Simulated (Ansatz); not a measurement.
H₆OSi₂ (SMILES O[SiH2][SiH3])

Input file:

```
crystal:
  periodic: [false, false, false]
  atoms:
    - {symbol: O, position_ang: [-1.609011, 1.039912, -0.762026]}
    - {symbol: Si, position_ang: [0.004768, 0.933111, -0.415901]}
    - {symbol: Si, position_ang: [0.544166, -1.038426, 0.738615]}
    - {symbol: H, position_ang: [-1.996565, 0.341446, -1.290755]}
    - {symbol: H, position_ang: [0.830649, 0.994491, -1.657769]}
    - {symbol: H, position_ang: [0.311408, 2.125165, 0.412986]}
    - {symbol: H, position_ang: [2.012905, -1.104762, 0.974460]}
    - {symbol: H, position_ang: [0.146239, -2.228223, -0.066242]}
    - {symbol: H, position_ang: [-0.155958, -1.109114, 2.049534]}
basis:
  gaussian: {orbitals: def2-TZVPP}
hamiltonian: {xc: pbe0, dispersion: d4}
output: {orbitals: {seedname: orbitals}}
```

Launched as:

```sh
ansatz run in.yaml --threads 2 --pin off --events-out ev --progress --plain --max-ram 22528MiB --backend cpu
```

Geometry: PBE0-D4/def2-TZVP.

Computed with Ansatz 0.2.0, RKS PBE0-D4/def2-TZVPP.

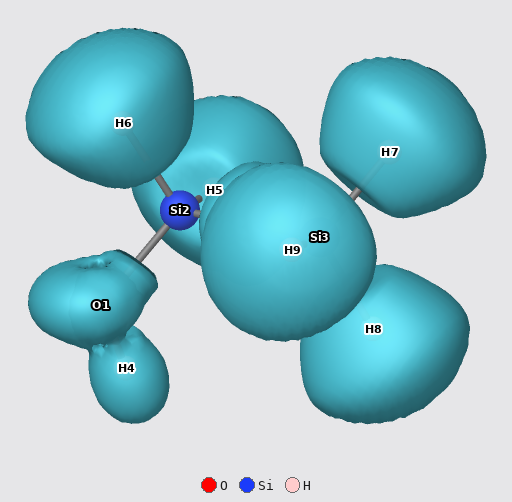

Figure 1. Isosurface of the ELF at 0.8 (cyan), seen at a tilt. Core shells and regions of very low density are left out.

Question: What do the ELF domains correspond to?

Answer: The surface consists of one region between bonded Si–Si atoms (shared pairs), five regions around hydrogen nuclei and one joined region spread over several atoms (H, O), in which their bonds and any lone pairs are merged. Profiles from the grid: Si–O (1.65 Å): the ELF peaks at about 0.85 between the atoms; a shared but strongly polarised pair. Si–Si (2.35 Å): the ELF peaks at about 1 between the atoms; localised, covalent bonding.

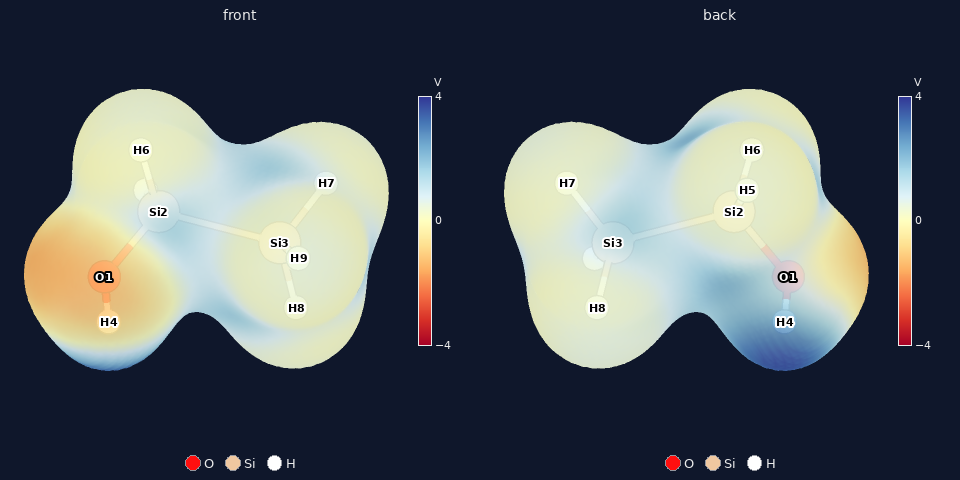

Figure 2. The molecular electrostatic potential painted on the density surface at 0.004 e/bohr³, seen from the front and from behind; red is negative and blue positive.

Question: Where is the surface potential most negative and most positive?

Answer: The most negative region (about −1.4 V) lies over O1, the most positive (about +3.6 V) over H4. O1 is the likeliest acceptor of a hydrogen bond.

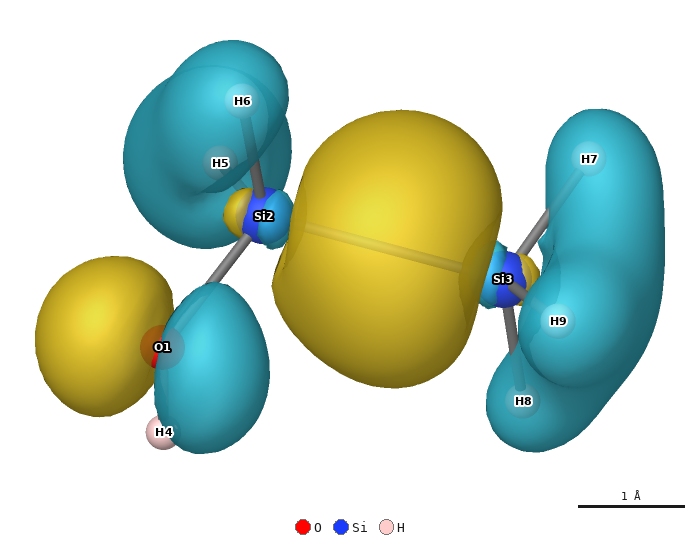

Figure 3. The HOMO at ±0.1 Å⁻³ᐟ² (yellow and cyan are the two phases), seen across its widest extent.

Question: Describe this orbital and give its energy.

Answer: Its weight (Hirshfeld) is mainly on Si3 (about 30 %), Si2 (about 30 %), O1 (about 20 %) and H5 (about 10 %). Its energy is −7.86 eV.
